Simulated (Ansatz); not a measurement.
```xyz
7

Ga    0.0367    0.4926   -0.4438
H    -0.0138   -0.0556    2.3123
O     1.6799   -0.1024   -0.7821
H     1.7200   -0.9924   -1.1550
H    -1.3227   -0.2110   -0.6885
F     0.0735    2.1356    0.1800
H     0.0046    0.6930    2.1695
```

All numbers below come from RKS B3LYP-D4/def2-SVP in Ansatz 0.2.0.

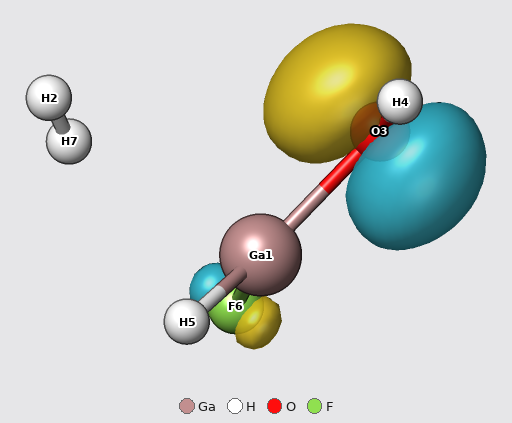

FGaH2O···H2. One frontier orbital at ±0.2 Å⁻³ᐟ² (yellow and cyan are the two phases), seen at a tilt.

### Which orbital is it: HOMO or LUMO?

The HOMO, at −8.73 eV. It lies mainly on O3 (about 80 %) and Ga1 (about 10 %); largely a lone pair of O3.
